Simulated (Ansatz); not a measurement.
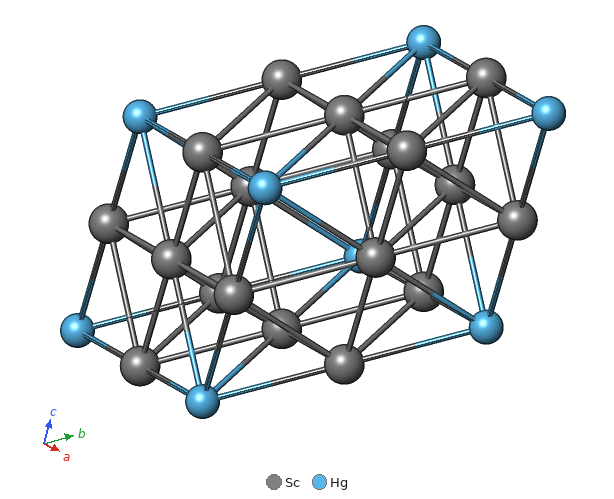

Structure drawing (ball-and-stick), viewed slightly off an axis. The frame is the simulation cell; atoms at its boundary are shown with their periodic copies.

```xyz
7
Lattice="0.0000 4.4811 4.4811 4.4811 0.0000 4.4811 4.4811 4.4811 0.0000" Properties=species:S:1:pos:R:3 pbc="T T T"
Sc    2.2406    2.2406    4.4811
Sc    2.2406    4.4811    2.2406
Sc    2.2406    6.7217    4.4811
Sc    2.2406    4.4811    6.7217
Sc    4.4811    6.7217    6.7217
Sc    4.4811    2.2406    6.7217
Hg    0.0000    4.4811    4.4811
```

All computed values are from Ansatz 0.2.0, DFT PBE, scalar-relativistic, plane waves, PAW. Settings: a 420 eV plane-wave basis, k-point mesh 8×8×8, Gaussian smearing of 0.1 eV, collinear spins. The state is ferromagnetic.

Predict the Bader charges.

Sc +0.45 e; Hg -2.67 e.

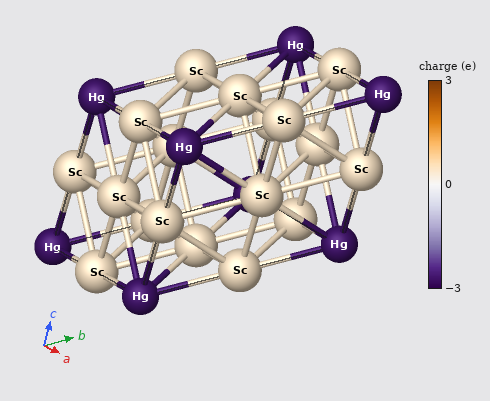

The atoms coloured by those charges.

Provenance: a structure type filled with these elements by a generator (whether the compound takes this form wasn't checked). Earlier steps of the study, as a rule a relaxation of our own, may have changed the cell and positions, so they can lie some per cent off the listed ones. An electronic-structure calculation with Ansatz was run on it.
